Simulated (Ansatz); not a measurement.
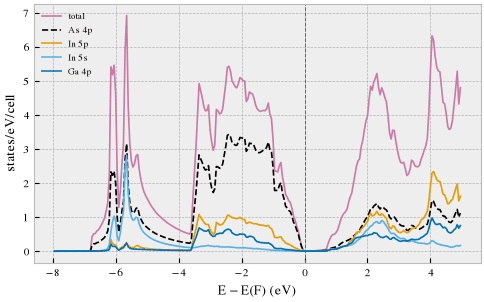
Figure. Total and projected density of states of In2GaAs3 in space group I-4m2 (No. 119; In on 4e, Ga on 2a, As on 2d, As on 4f), the program Ansatz at the PBEsol level (PAW)

**Question.** Which orbitals carry the states next to the Fermi level?

**Answer.** Within 0.5 eV of the Fermi level: As 4p 82 %, In 5p 12 %. Projections are on Löwdin-orthogonalised atomic valence shells; empty p or d shells of many metals are not among them.

**Question.** Where is the tallest occupied peak in this window, and what makes it?

**Answer.** Near -5.7 eV, about 6.9 states/eV per cell; the largest projected share is As 4p.

The first step of the workflow began from a Materials Project structure, measured or hypothetical; the Crystallography Open Database copy checked does not list it. With In and Ga taken as one species the cell has the higher symmetry F-43m, so it may be an ordered model of a mixed-site phase. Its standing as an ambient phase is unchecked. The PBEsol relaxation kept the symmetry of its start; its stability against distortions is not shown here. Scalar-relativistic: spin–orbit coupling is off unless named, which matters more the heavier the elements.

Potentials: the later of the program's two PAW sets.
